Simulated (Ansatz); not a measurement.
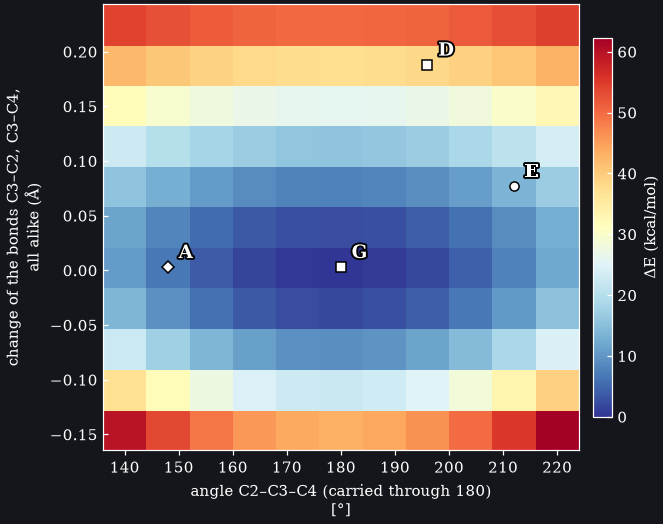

C3H4FGa, SMILES FCC#[C][GaH2]. 
- First axis: angle C2–C3–C4 (carried through 180). Second axis: change of the bonds C3–C2, C3–C4, all alike.
- Nothing is relaxed (all other coordinates rigid).
- Grid: 11 × 11 points.
- Points are written as (first, second).
- Energies are in kcal/mol, from the lowest grid point.
- Method: RKS SPW92 (LDA)/def2-TZVP in Ansatz 0.2.0.

Drawn: one coloured cell a grid point, lettered points.

Q: Is G the lowest point of the computed grid?

A: Yes. G, at (180°, 0.003 Å), has the lowest energy of the grid.

Q: What kind of point is each of D, E, G: minimum, saddle, maximum or slope?

A: D: on a slope; E: on a slope; G: minimum. (In these two coordinates alone; a stationary point may lie a little off the grid point.)

Q: Rank the lettered points by energy, lowest first.

A: G (0.0 kcal/mol), A (6.6 kcal/mol), E (13.5 kcal/mol), D (38.3 kcal/mol).
